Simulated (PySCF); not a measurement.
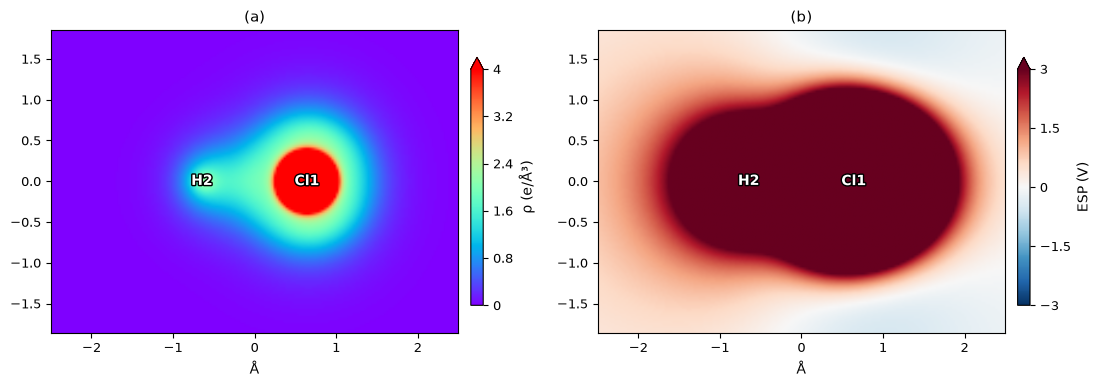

Figure. HCl (SMILES Cl). (a) electron density; (b) electrostatic potential on a plane that holds the molecular axis.

Geometry: PBE0-D3(BJ)/def2-SVP.

Computed with CAM-B3LYP/def2-SVPD, SCF density, gas phase (PySCF 2.14.0).

**What do the fields say about this system?**

- The section cuts through Cl and H sites.
- Cl–H (1.29 Å): ρ at the midpoint is about 1.9 e/Å³.
- Outside the dense part of the molecule the potential is most negative (−0.5 V) near Cl1.
